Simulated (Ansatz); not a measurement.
# Si₃ (triplet): from Hartree-Fock to the top rungs, cc-pVTZ

Aim: climb from Hartree-Fock through coupled cluster and multireference methods for Si₃ (triplet) at one geometry and basis, and see what each rung misses.

Program: Ansatz 0.2.0, Gaussian basis. Level of theory: cc-pVTZ, core rule «outside noble gas», up to 15 orbitals frozen. These are calculated values, not measurements.

The runs, in order: UHF; CCSD(T) on ROHF; CCSD(T) on UHF; BCCD(T) on ROHF; CCSDT(Q) on ROHF; CCSDT(Q) on UHF; CASSCF and NEVPT2, 12 electrons in 12 orbitals.

4 further runs of the same task are left out: 4 set aside as unsound or not needed.

## 1. What is computed

The geometry is a PBE0/def2-TZVP stationary point (not a proven minimum) of the parent state, kept for this charge and spin.

3 atoms, charge 0, spin multiplicity 3.

Atoms are counted from 1 here; the program's logs count them from 0.

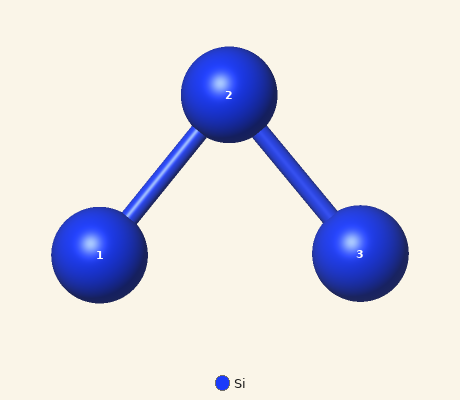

The structure; silicon blue; atoms are numbered from 1 in the order of the file.

In the tables R marks a restricted open-shell determinant and U an unrestricted one; 'valence' is the active space of 12 electrons in 12 orbitals; energies count from the table's Hartree-Fock row.

## 2. UHF

Contents of in.yaml:

```yaml
crystal:
  periodic: [false, false, false]
  atoms:
    - {symbol: Si, position_ang: [0.000000, -0.560103, 1.373751]}
    - {symbol: Si, position_ang: [0.000000, 1.120206, 0.000000]}
    - {symbol: Si, position_ang: [0.000000, -0.560103, -1.373751]}
basis:
  gaussian: {orbitals: cc-pVTZ}
magnetization: {spin_polarized: true, initial_magnetization: 2}
hamiltonian: {xc: hf}
output: {orbitals: {seedname: orbitals}}
```

Launch:

```sh
ansatz run in.yaml --threads 1 --pin off --events-out ev --progress --plain --max-ram 3968MiB --backend cpu
```

The log of the run:

```text
Functional definition: HF
  name "HF"
  cite "Fock, Z. Phys. 61, 126 (1930) doi:10.1007/BF01340294"
  parent pbe
  exchange = exact_x
  correlation = 0
1065 factors; their error is unknown
mean field evaluation 1: about -23582.2766 eV, gradient 7.3e0 eV
mean field evaluation 2: about -23582.8460 eV, gradient 3.4e0 eV
mean field evaluation 4: about -23583.0345 eV, gradient 6.0e-1 eV
mean field evaluation 8: about -23583.0485 eV, gradient 7.8e-2 eV
mean field evaluation 16: about -23583.6540 eV, gradient 3.7e-1 eV
mean field evaluation 32: about -23583.6912 eV, gradient 6.6e-6 eV
mean field evaluation 64: about -23580.6826 eV, gradient 1.1e1 eV
mean field evaluation 96: about -23583.5712 eV, gradient 4.8e-1 eV
mean field evaluation 128: about -23583.5064 eV, gradient 8.7e-1 eV
mean field evaluation 160: about -23580.4578 eV, gradient 5.7e0 eV
mean field evaluation 192: about -23583.6366 eV, gradient 1.6e-1 eV
mean field evaluation 224: about -23583.0420 eV, gradient 4.0e0 eV
mean field evaluation 256: about -23582.9793 eV, gradient 1.7e0 eV
mean field -23583.69124606 eV, -866.6846676926 hartree, gradient 6.4e-6 eV, S^2 2.323677; 9 other end points of the search recorded, 0 dependent functions left out
reference -23583.69124606 eV, -866.6846676926 hartree; 22, 20 occupied and 80, 82 virtual orbitals, 1065 factors
Total energy: -23583.69124606 eV, -866.6846676926 hartree
```

It took 23 s on 1 thread of AMD EPYC 7R13, shared host; peak memory 0.34 GiB.

From the report: ⟨S²⟩ of the determinant 2.324 (pure triplet: 2.00).

## 3. CCSD(T) on ROHF

in.yaml, as its differences from that of step 2:

```diff
@@ -8,4 +8,3 @@
   gaussian: {orbitals: cc-pVTZ}
-magnetization: {spin_polarized: true, initial_magnetization: 2}
-hamiltonian: {xc: hf}
-output: {orbitals: {seedname: orbitals}}
+magnetization: {spin_polarized: false, initial_magnetization: 2}
+correlation: {method: ccsd_t, electrons: outside_noble_gas}
```

Launch:

```sh
ansatz run in.yaml --threads 2 --pin off --events-out ev --progress --plain --max-ram 23808MiB --backend cuda --devices 0, --max-vram 18GiB
```

The log of the run, cut to the lines that bear on the results:

```text
Functional definition: HF
  name "HF"
  cite "Fock, Z. Phys. 61, 126 (1930) doi:10.1007/BF01340294"
  parent pbe
[...]
633 factors; integrals over basis functions are off by at most 7.7e-4 eV
[...]
mean field -23583.38189668 eV, -866.6732993126 hartree, gradient 7.8e-6 eV, S^2 2.000000; 29 other end points of the search recorded, 0 dependent functions left out
[...]
determinant -23583.38189668 eV, -866.6732993126 hartree, with singles and doubles -23592.42171160 eV, -867.0055063837 hartree
determinant -23583.15542548 eV, -866.6649766496 hartree, with singles and doubles -23591.80165527 eV, -866.9827197337 hartree
determinant -23583.13368359 eV, -866.6641776497 hartree, with singles and doubles -23591.89006170 eV, -866.9859686102 hartree
determinant -23582.41665848 eV, -866.6378274629 hartree, with singles and doubles -23590.97489576 eV, -866.9523368820 hartree
[...]
determinant -23579.98377446 eV, -866.5484206245 hartree, with singles and doubles -23589.11656499 eV, -866.8840444859 hartree
determinant -23579.94645966 eV, -866.5470493308 hartree, with singles and doubles -23589.45352133 eV, -866.8964274030 hartree
determinant -23583.38189668 eV, -866.6732993126 hartree, with singles and doubles -23592.30118441 eV, -867.0010770909 hartree
determinant -23583.13368359 eV, -866.6641776497 hartree, with singles and doubles -23591.78293185 eV, -866.9820316605 hartree
[...]
15 core orbitals not correlated: weight in the atoms' cores, before any rotation towards them, 1.000 or more for the frozen orbitals, at most 0.000 for the correlated occupied ones
reference -23583.38189668 eV, -866.6732993126 hartree; 7, 5 occupied and 80, 82 virtual orbitals, 633 factors
second order -8.26707163 eV of doubles, -0.12512407 eV of singles
cycle   1  -8.91928735 eV  change    3.8e-7 eV  update   2.1e-6
perturbative correction -0.78237619 eV, -0.0287517946 hartree
Total energy: -23593.08356022 eV, -867.0298288716 hartree
```

It took 40 s on 1 × H100 (card shared with other runs) with 2 threads of AMD EPYC 7R13, shared host; peak host memory 0.84 GiB.

From the report: correlation -9.7017 eV; T1 0.032; largest double amplitude 0.08.

## 4. CCSD(T) on UHF

in.yaml, as its differences from that of step 3:

```diff
@@ -8,3 +8,3 @@
   gaussian: {orbitals: cc-pVTZ}
-magnetization: {spin_polarized: false, initial_magnetization: 2}
+magnetization: {spin_polarized: true, initial_magnetization: 2}
 correlation: {method: ccsd_t, electrons: outside_noble_gas}
```

The command is unchanged.

The log of the run, cut to the lines that bear on the results:

```text
Functional definition: HF
  name "HF"
  cite "Fock, Z. Phys. 61, 126 (1930) doi:10.1007/BF01340294"
  parent pbe
[...]
633 factors; integrals over basis functions are off by at most 7.7e-4 eV
[...]
mean field -23583.69208073 eV, -866.6846983661 hartree, gradient 5.3e-6 eV, S^2 2.323675; 40 other end points of the search recorded, 0 dependent functions left out
determinant -23583.69208073 eV, -866.6846983661 hartree, with singles and doubles -23592.32904278 eV, -867.0021008672 hartree
determinant -23583.64478598 eV, -866.6829603161 hartree, with singles and doubles -23592.35905649 eV, -867.0032038507 hartree
determinant -23583.64403405 eV, -866.6829326833 hartree, with singles and doubles -23592.37040787 eV, -867.0036210063 hartree
determinant -23583.63133527 eV, -866.6824660117 hartree, with singles and doubles -23592.42272987 eV, -867.0055438044 hartree
[...]
determinant -23583.64478598 eV, -866.6829603161 hartree, with singles and doubles -23592.28921154 eV, -867.0006370962 hartree
determinant -23583.64403405 eV, -866.6829326833 hartree, with singles and doubles -23592.29428239 eV, -867.0008234464 hartree
determinant -23583.63133527 eV, -866.6824660117 hartree, with singles and doubles -23592.31370181 eV, -867.0015370968 hartree
determinant -23583.37048897 eV, -866.6728800868 hartree, with singles and doubles -23591.79344121 eV, -866.9824178727 hartree
[...]
15 core orbitals not correlated: weight in the atoms' cores, before any rotation towards them, 1.000 or more for the frozen orbitals, at most 0.000 for the correlated occupied ones
reference -23583.63133527 eV, -866.6824660117 hartree; 7, 5 occupied and 80, 82 virtual orbitals, 633 factors
second order -8.02403440 eV of doubles, -0.00000000 eV of singles
cycle   1  -8.68236731 eV  change   -7.8e-7 eV  update   4.3e-6
perturbative correction -0.76518393 eV, -0.0281199906 hartree
Total energy: -23593.07888651 eV, -867.0296571160 hartree
```

Wall time 29 s (1 × H100 (card shared with other runs) with 2 threads of AMD EPYC 7R13, shared host); peak host memory 0.87 GiB.

From the report: ⟨S²⟩ of the determinant 2.045 (pure triplet: 2.00); correlation -9.4476 eV; T1 0.031; largest double amplitude 0.08.

## 5. BCCD(T) on ROHF

in.yaml, as its differences from that of step 4:

```diff
@@ -8,3 +8,3 @@
   gaussian: {orbitals: cc-pVTZ}
-magnetization: {spin_polarized: true, initial_magnetization: 2}
-correlation: {method: ccsd_t, electrons: outside_noble_gas}
+magnetization: {spin_polarized: false, initial_magnetization: 2}
+correlation: {method: bccd_t, electrons: outside_noble_gas}
```

Same command.

The log of the run, cut to the lines that bear on the results:

```text
Functional definition: HF
  name "HF"
  cite "Fock, Z. Phys. 61, 126 (1930) doi:10.1007/BF01340294"
  parent pbe
[...]
633 factors; integrals over basis functions are off by at most 7.7e-4 eV
[...]
mean field -23583.38189668 eV, -866.6732993126 hartree, gradient 7.8e-6 eV, S^2 2.000000; 29 other end points of the search recorded, 0 dependent functions left out
[...]
determinant -23583.38189668 eV, -866.6732993126 hartree, with singles and doubles -23592.42171160 eV, -867.0055063837 hartree
determinant -23583.15542548 eV, -866.6649766496 hartree, with singles and doubles -23591.80165527 eV, -866.9827197337 hartree
determinant -23583.13368359 eV, -866.6641776497 hartree, with singles and doubles -23591.89006170 eV, -866.9859686102 hartree
determinant -23582.41665848 eV, -866.6378274629 hartree, with singles and doubles -23590.97489576 eV, -866.9523368820 hartree
[...]
determinant -23579.94645966 eV, -866.5470493308 hartree, with singles and doubles -23589.45352133 eV, -866.8964274030 hartree
determinant -23583.38189668 eV, -866.6732993126 hartree, with singles and doubles -23592.30118441 eV, -867.0010770909 hartree
determinant -23583.13368359 eV, -866.6641776497 hartree, with singles and doubles -23591.78293185 eV, -866.9820316605 hartree
[...]
15 core orbitals not correlated: weight in the atoms' cores, before any rotation towards them, 1.000 or more for the frozen orbitals, at most 0.000 for the correlated occupied ones
reference -23583.38189668 eV, -866.6732993126 hartree; 7, 5 occupied and 80, 82 virtual orbitals, 633 factors
second order -8.26707163 eV of doubles, -0.12512407 eV of singles
cycle   1  -8.89035624 eV  change    2.9e-2 eV  update   1.3e-2
[...]
cycle  11  -8.89596664 eV  change   -1.3e-5 eV  update   1.1e-5
perturbative correction -0.81001279 eV, -0.0297674210 hartree
Total energy: -23593.08787611 eV, -867.0299874777 hartree
```

Wall time 23 s (1 × H100 (card shared with other runs) with 2 threads of AMD EPYC 7R13, shared host); peak host memory 0.84 GiB.

From the report: correlation -9.7060 eV; largest double amplitude 0.08.

## 6. CCSDT(Q) on ROHF

in.yaml, as its differences from that of step 5:

```diff
@@ -9,2 +9,2 @@
 magnetization: {spin_polarized: false, initial_magnetization: 2}
-correlation: {method: bccd_t, electrons: outside_noble_gas}
+correlation: {method: ccsdt_q, electrons: outside_noble_gas}
```

Launched as before.

The log of the run, cut to the lines that bear on the results:

```text
Functional definition: HF
  name "HF"
  cite "Fock, Z. Phys. 61, 126 (1930) doi:10.1007/BF01340294"
  parent pbe
[...]
1278 factors; integrals over basis functions are off by at most 1.2e-7 eV
[...]
mean field -23583.38190626 eV, -866.6732996648 hartree, gradient 8.2e-6 eV, S^2 2.000000; 29 other end points of the search recorded, 0 dependent functions left out
[...]
determinant -23583.38190626 eV, -866.6732996648 hartree, with singles and doubles -23592.42173395 eV, -867.0055072050 hartree
determinant -23583.15543472 eV, -866.6649769891 hartree, with singles and doubles -23591.80167566 eV, -866.9827204831 hartree
determinant -23583.13369124 eV, -866.6641779311 hartree, with singles and doubles -23591.89008439 eV, -866.9859694438 hartree
determinant -23582.41667265 eV, -866.6378279838 hartree, with singles and doubles -23590.97492026 eV, -866.9523377825 hartree
[...]
determinant -23579.94647041 eV, -866.5470497260 hartree, with singles and doubles -23589.45354837 eV, -866.8964283965 hartree
determinant -23583.38190626 eV, -866.6732996648 hartree, with singles and doubles -23592.30117978 eV, -867.0010769209 hartree
determinant -23583.13369124 eV, -866.6641779311 hartree, with singles and doubles -23591.78292730 eV, -866.9820314935 hartree
[...]
15 core orbitals not correlated: weight in the atoms' cores, before any rotation towards them, 1.000 or more for the frozen orbitals, at most 0.000 for the correlated occupied ones
reference -23583.38190626 eV, -866.6732996648 hartree; 7, 5 occupied and 80, 82 virtual orbitals, 1278 factors
second order -8.26709257 eV of doubles, -0.12512407 eV of singles
cycle   1  -8.46204802 eV  change   -6.7e-2 eV  update   1.6e-1
[...]
cycle  23  -9.72561089 eV  change    1.7e-7 eV  update   7.5e-7
perturbative correction -0.09597657 eV, -0.0035270739 hartree
Total energy: -23593.20349372 eV, -867.0342363466 hartree
```

It took 56 s on 1 × H100 (card shared with other runs) with 2 threads of AMD EPYC 7R13, shared host; peak host memory 1.3 GiB.

From the report: correlation -9.8216 eV; T1 0.034; largest double amplitude 0.11.

## 7. CCSDT(Q) on UHF

in.yaml, as its differences from that of step 6:

```diff
@@ -8,3 +8,3 @@
   gaussian: {orbitals: cc-pVTZ}
-magnetization: {spin_polarized: false, initial_magnetization: 2}
+magnetization: {spin_polarized: true, initial_magnetization: 2}
 correlation: {method: ccsdt_q, electrons: outside_noble_gas}
```

Same command.

The log of the run, cut to the lines that bear on the results:

```text
Functional definition: HF
  name "HF"
  cite "Fock, Z. Phys. 61, 126 (1930) doi:10.1007/BF01340294"
  parent pbe
[...]
1278 factors; integrals over basis functions are off by at most 1.2e-7 eV
[...]
mean field -23583.69209063 eV, -866.6846987299 hartree, gradient 6.3e-6 eV, S^2 2.323677; 37 other end points of the search recorded, 0 dependent functions left out
determinant -23583.69209063 eV, -866.6846987299 hartree, with singles and doubles -23592.32872313 eV, -867.0020891203 hartree
determinant -23583.64479559 eV, -866.6829606695 hartree, with singles and doubles -23592.35877975 eV, -867.0031936808 hartree
determinant -23583.64404367 eV, -866.6829330367 hartree, with singles and doubles -23592.37011618 eV, -867.0036102866 hartree
determinant -23583.63134501 eV, -866.6824663697 hartree, with singles and doubles -23592.42241559 eV, -867.0055322547 hartree
[...]
determinant -23583.64404367 eV, -866.6829330367 hartree, with singles and doubles -23592.29427744 eV, -867.0008232646 hartree
determinant -23583.63134501 eV, -866.6824663697 hartree, with singles and doubles -23592.31369696 eV, -867.0015369187 hartree
determinant -23583.37049705 eV, -866.6728803839 hartree, with singles and doubles -23591.79343669 eV, -866.9824177065 hartree
[...]
15 core orbitals not correlated: weight in the atoms' cores, before any rotation towards them, 1.000 or more for the frozen orbitals, at most 0.000 for the correlated occupied ones
reference -23583.63134501 eV, -866.6824663697 hartree; 7, 5 occupied and 80, 82 virtual orbitals, 1278 factors
second order -8.02405449 eV of doubles, -0.00000000 eV of singles
cycle   1  -8.19946098 eV  change   -1.8e-1 eV  update   1.6e-1
[...]
cycle  23  -9.47931439 eV  change   -2.5e-7 eV  update   1.1e-6
perturbative correction -0.09850892 eV, -0.0036201359 hartree
Total energy: -23593.20916832 eV, -867.0344448842 hartree
```

It took 61 s on 1 × H100 (card shared with other runs) with 2 threads of AMD EPYC 7R13, shared host; peak host memory 1.1 GiB.

From the report: ⟨S²⟩ of the determinant 2.045 (pure triplet: 2.00); correlation -9.5778 eV; T1 0.035; largest double amplitude 0.11.

## 8. CASSCF and NEVPT2, 12 electrons in 12 orbitals

in.yaml, as its differences from that of step 7:

```diff
@@ -8,3 +8,3 @@
   gaussian: {orbitals: cc-pVTZ}
-magnetization: {spin_polarized: true, initial_magnetization: 2}
-correlation: {method: ccsdt_q, electrons: outside_noble_gas}
+magnetization: {spin_polarized: false, initial_magnetization: 2}
+correlation: {method: sc_nevpt2, electrons: outside_noble_gas, active_space: {window: {electrons: 12, orbitals: 12}, shells: [{species: Si, l: s, shell: 3}, {species: Si, l: p, shell: 3}]}}
```

Same command.

The log of the run, cut to the lines that bear on the results:

```text
Functional definition: HF
  name "HF"
  cite "Fock, Z. Phys. 61, 126 (1930) doi:10.1007/BF01340294"
  parent pbe
[...]
1278 factors; integrals over basis functions are off by at most 1.2e-7 eV
[...]
mean field -23583.38190626 eV, -866.6732996648 hartree, gradient 8.2e-6 eV, S^2 2.000000; 18 other end points of the search recorded, 0 dependent functions left out
reference -23583.38190626 eV, -866.6732996648 hartree; 22, 20 occupied and 80, 82 virtual orbitals, 1278 factors
state -23586.71026605 eV, -866.7956146308 hartree
state -23586.71026605 eV, -866.7956146308 hartree; corrected -23591.80073085 eV, -866.9826857620 hartree
Total energy: -23591.80073085 eV, -866.9826857620 hartree
Checks for a lower state left out: starts, orbital_swaps
```

Wall time 19 s (1 × H100 (card shared with other runs) with 2 threads of AMD EPYC 7R13, shared host); peak host memory 0.83 GiB.

From the report: 213,344 determinants; active occupations 1.99, 1.96, 1.94, 1.91, 1.89, 1.03, 1.00, 0.09, 0.08, 0.06, 0.04, 0.03.

## 9. Natural occupations

Natural occupations of the CASSCF valence state about the gap (report; correlated orbitals 3 to 12): 1.939, 1.913, 1.890, 1.026, 1.000, 0.089, 0.075, 0.055, 0.036, 0.030. The count of effectively unpaired electrons, Σ n²(2 − n)², is 2.16; a single determinant of this spin has 2.

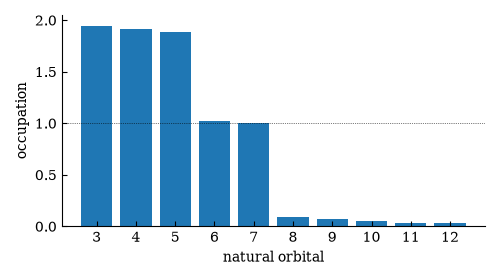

Natural occupations of the CASSCF valence state.

## 10. All levels against the top one

No level here is safe as a reference; RCCSDT(Q) serves as a yardstick only. Rows without a time come out of other runs: HF, MP2 and CCSD of CCSD(T), CCSDT of CCSDT(Q), CASSCF and MRCISD of the multireference runs.

Differences are taken before rounding.

| method | energy from the lowest RHF (kJ/mol) | from RCCSDT(Q) (kJ/mol) | time |
| --- | --- | --- | --- |
| RHF | 0.0 | +947.6 |  |
| UHF | -29.8 | +917.8 | 23 s |
| RMP2 | -809.7 | +137.9 |  |
| UMP2 | -798.3 | +149.4 |  |
| RCCSD | -860.6 | +87.1 |  |
| UCCSD | -861.8 | +85.9 |  |
| RCCSD(T) | -936.1 | +11.6 | 40 s (GPU) |
| UCCSD(T) | -935.6 | +12.0 | 29 s (GPU) |
| BCCD(T) | -936.5 | +11.2 | 23 s (GPU) |
| RCCSDT | -938.4 | +9.3 |  |
| UCCSDT | -938.7 | +9.0 |  |
| RCCSDT(Q) | -947.6 | 0 | 56 s (GPU) |
| UCCSDT(Q) | -948.2 | -0.5 | 61 s (GPU) |
| CASSCF valence | -321.1 | +626.5 |  |
| NEVPT2 valence | -812.3 | +135.3 | 19 s (GPU) |

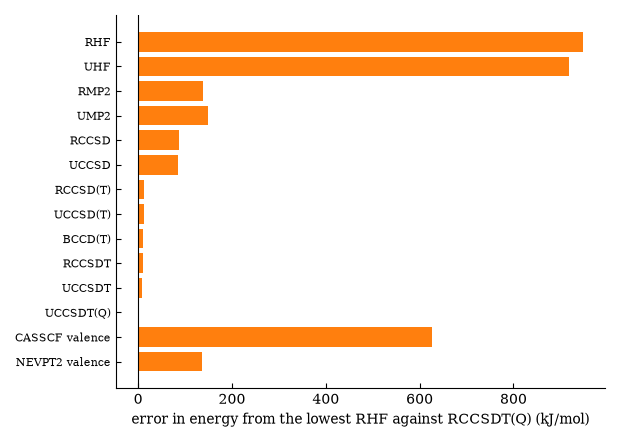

Error of each method against RCCSDT(Q).

Some runs used a GPU and others CPU threads alone; cost is compared among the GPU runs only.

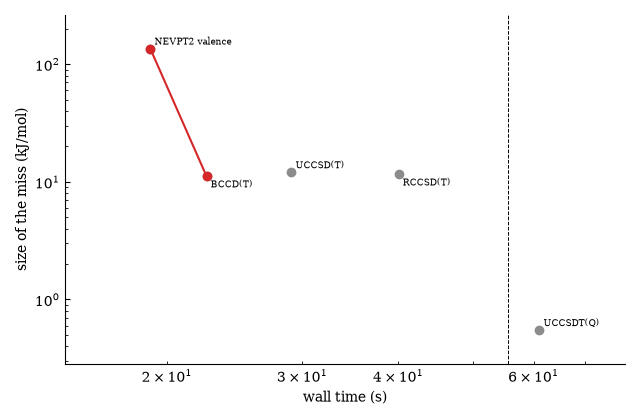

Miss against cost. Red marks the levels that no quicker level drawn beats (of those quicker than the yardstick), and the dashed line is the time of RCCSDT(Q). Times are from a shared host.

## 11. Summary of results

```
                      quantity          value
RCCSDT(Q) below the RHF energy     -9.8216 eV
           RMP2 from RCCSDT(Q)  +137.9 kJ/mol
           UMP2 from RCCSDT(Q)  +149.4 kJ/mol
          RCCSD from RCCSDT(Q)   +87.1 kJ/mol
       RCCSD(T) from RCCSDT(Q)   +11.6 kJ/mol
       UCCSD(T) from RCCSDT(Q)   +12.0 kJ/mol
      UCCSDT(Q) from RCCSDT(Q)    -0.5 kJ/mol
 NEVPT2 valence from RCCSDT(Q)  +135.3 kJ/mol
                 T1 diagnostic          0.032
effectively unpaired electrons           2.16
```

In words: RCCSD(T) misses by +11.6 kJ/mol, 1.2 % of the correlation energy. One determinant dominates. Coupled cluster took another determinant than the lowest Hartree-Fock one. Warnings: spin contamination; coupled cluster took another determinant than the lowest.
